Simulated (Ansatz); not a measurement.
# H2O2Si···HF: what the fields show

Input file:

```
crystal:
  periodic: [false, false, false]
  atoms:
    - {symbol: Si, position_ang: [0.972381, 0.103388, 0.991786]}
    - {symbol: F, position_ang: [-0.552974, -2.526576, -1.464438]}
    - {symbol: H, position_ang: [-0.371383, -1.734233, -0.997076]}
    - {symbol: O, position_ang: [-0.136566, -0.232012, -0.218861]}
    - {symbol: O, position_ang: [0.736430, 1.690369, 1.339448]}
    - {symbol: H, position_ang: [-0.744809, 0.423047, -0.576414]}
    - {symbol: H, position_ang: [0.097020, 2.275918, 0.925556]}
basis:
  gaussian: {orbitals: def2-TZVPP}
hamiltonian: {xc: pbe0, dispersion: d4}
output: {orbitals: {seedname: orbitals}}
```

Command:

```sh
ansatz run in.yaml --threads 2 --pin off --events-out ev --progress --plain --max-ram 4352MiB
```

The product side of a reaction path; geometry: PBE0-D4/def2-TZVP.

Theory: RKS PBE0-D4/def2-TZVPP (Ansatz 0.2.0).

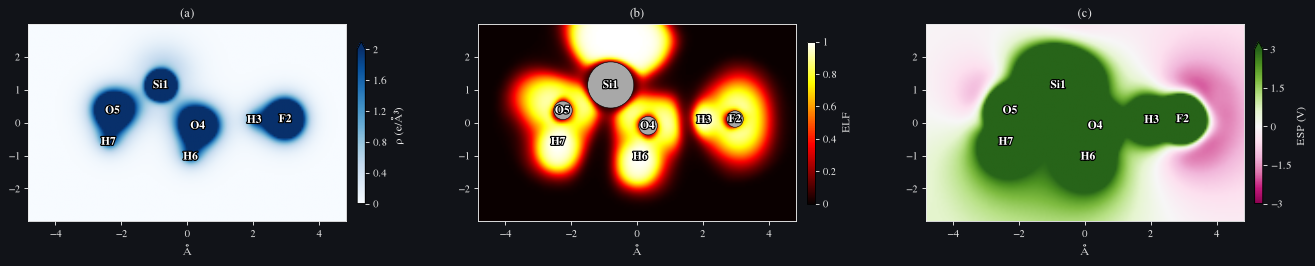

Figure 1. (a) electron density; (b) electron localisation function; (c) electrostatic potential on the molecular plane. Grey discs cover the atomic cores in the ELF map.

Question: Describe what can be read from this map.

Answer:
- Atoms in the plane: Si, F, H and O.
- O4···H3 (1.71 Å): the density falls to about 0.29 e/Å³ on the way; the ELF dips to about 0.15 between them; a closed-shell contact with the geometry of a hydrogen bond.
- Si–O (1.64 Å): the density is about 1.2 e/Å³ at the midpoint; the ELF peaks at about 0.85 between the atoms (a polar covalent bond).
- F–H (0.94 Å): the density is about 4.6 e/Å³ at the midpoint; the ELF climbs to about 1 towards the hydrogen, as it does in any bond to H: an ordinary covalent bond to hydrogen.
- O–H (0.96 Å): ρ at the midpoint is about 3.8 e/Å³; the ELF climbs to about 1 towards the hydrogen: an ordinary covalent bond to hydrogen.
- The ELF also peaks beside F2, O5 and Si1, away from the bonds: lone-pair regions.
- Outside the dense part of the complex the potential is most negative (−2.0 V) near F2.

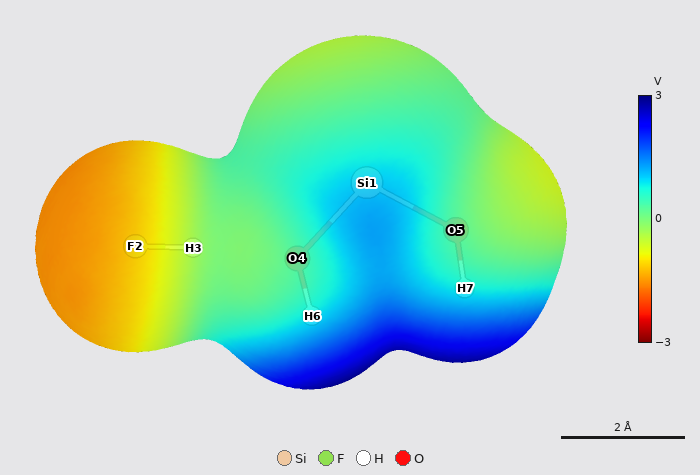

Figure 2. The molecular electrostatic potential painted on the density surface at 0.001 e/bohr³, seen across its widest extent; red is negative and blue positive.

Question: Describe the electrostatic potential map.

Answer: The most negative region (about −1.6 V) lies over F2, the most positive (about +2.8 V) over H6 and H7.

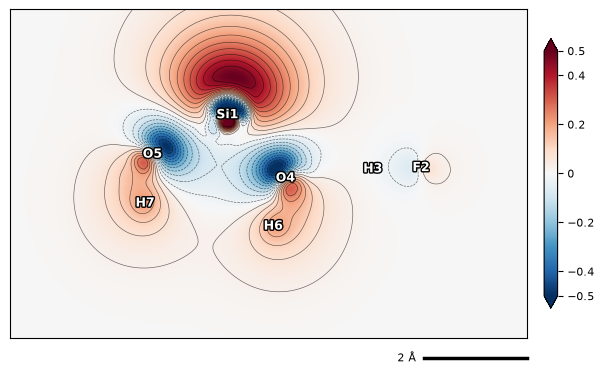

Figure 3. The HOMO on the molecular plane (values in Å⁻³ᐟ²; the overall sign is arbitrary).

Question: Where does this orbital lie, and at what energy?

Answer: By Hirshfeld shares it lies mainly on Si1 (about 85 %), O4 (about 5 %) and O5 (about 5 %); it is symmetric in the molecular plane (an in-plane orbital: σ, lone-pair or in-plane π type). Its energy is −7.89 eV.
